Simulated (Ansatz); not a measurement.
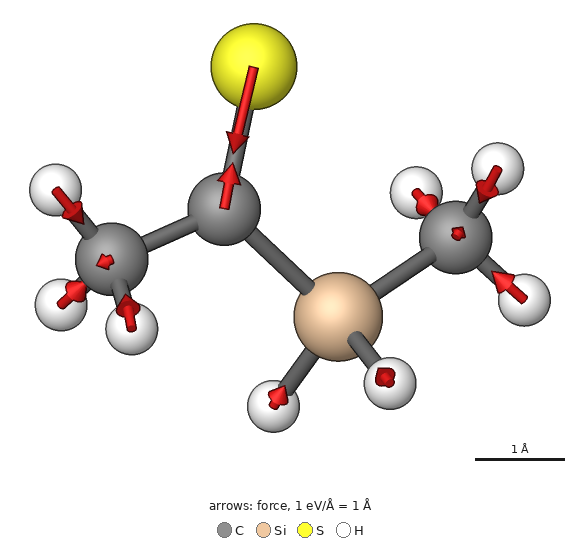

Starting geometry of C3H8SSi with the computed forces as red arrows. A ball-and-stick model, seen at a tilt.

The start comes from PBE-D4/def2-SVP.

All numbers below come from RKS PBE0-D4/def2-TZVP (Ansatz).

The input:
```yaml
crystal:
  periodic: [false, false, false]
  atoms:
    - {symbol: C, position_ang: [-0.971457, 1.378444, 1.507523]}
    - {symbol: Si, position_ang: [-0.585704, 0.654283, -0.182323]}
    - {symbol: C, position_ang: [0.784048, -0.683912, -0.086108]}
    - {symbol: C, position_ang: [1.009479, -1.555470, -1.288702]}
    - {symbol: S, position_ang: [1.681452, -0.814574, 1.287632]}
    - {symbol: H, position_ang: [-1.380370, 0.595593, 2.177675]}
    - {symbol: H, position_ang: [-0.044237, 1.768296, 1.972530]}
    - {symbol: H, position_ang: [-1.712208, 2.199547, 1.426065]}
    - {symbol: H, position_ang: [-1.808663, 0.034025, -0.816500]}
    - {symbol: H, position_ang: [-0.086316, 1.711360, -1.138844]}
    - {symbol: H, position_ang: [0.093395, -2.152627, -1.499257]}
    - {symbol: H, position_ang: [1.869712, -2.238947, -1.148553]}
    - {symbol: H, position_ang: [1.171468, -0.930720, -2.196237]}
basis:
  gaussian: {orbitals: def2-TZVP}
hamiltonian: {xc: pbe0, dispersion: d4}
relax: {f_tol: 0.005, max_steps: 150}
```

Run as
```bash
ansatz run in.yaml --threads 4 --pin off --events-out ev --progress --plain --max-ram 10444MiB
```

Is this structure relaxed? If not, where do the atoms go?

Answer. It isn't relaxed: the largest force vector, on S5, is 1.03 eV/Å. The final displacements have little in common with the starting forces (cosine between the two patterns 0.15). Over 14 accepted moves (15 points after the start) the energy falls by 1.43 kcal/mol. The largest force component goes from 0.87 to 0.0026 eV/Å. The line search rejected the trial step at point 13 of the run. The largest move after the best rigid fit is that of S5, 0.30 Å. By element the largest moves are S 0.30 Å, H 0.25 Å, C 0.09 Å, Si 0.09 Å. Some distances before and after: C3–S5 1.646 → 1.620 Å, C1–Si2 1.879 → 1.857 Å, Si2–C3 1.917 → 1.897 Å, Si2–H10 1.511 → 1.492 Å.
